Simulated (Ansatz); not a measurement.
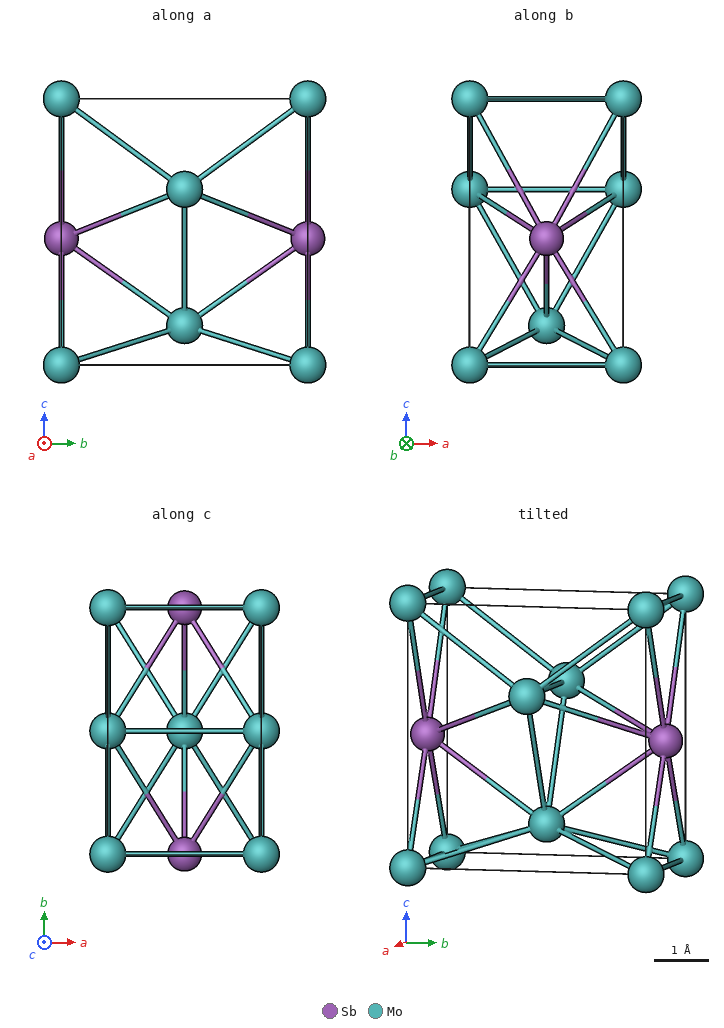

Ball-and-stick drawing of the structure, looking along the a axis, along the b axis, along the c axis and slightly off an axis. The frame is the conventional unit cell; atoms at its boundary are shown with their periodic copies.

Lattice parameters: a = 2.8459 Å, b = 4.5679 Å, c = 4.9331 Å, α = 90.000°, β = 90.000°, γ = 90.000°.

Write the structure as a CIF in P1 with every atom of the cell, with free fractional coordinates to two decimals.

Answer.
```cif
data_structure
_symmetry_space_group_name_H-M 'P 1'
_symmetry_Int_Tables_number 1
_cell_length_a 2.8459
_cell_length_b 4.5679
_cell_length_c 4.9331
_cell_angle_alpha 90.000
_cell_angle_beta 90.000
_cell_angle_gamma 90.000
_cell_volume 64.13
loop_
_atom_site_label
_atom_site_type_symbol
_atom_site_fract_x
_atom_site_fract_y
_atom_site_fract_z
_atom_site_occupancy
Sb1 Sb 0.50 0.00 0.48 1
Mo1 Mo 0.00 0.00 0.00 1
Mo2 Mo 0.50 0.50 0.15 1
Mo3 Mo 0.00 0.50 0.66 1
```

The structure is a generated cell, made by putting these elements into a known structure type (the compound may or may not exist in this form); no relaxation was done. It went into a calculation with Ansatz.

At this level of theory the cell isn't at rest (compressed, at 8 GPa and forces up to 1.8 eV/Å), so its distances can differ from those at equilibrium, the more so the softer the solid.
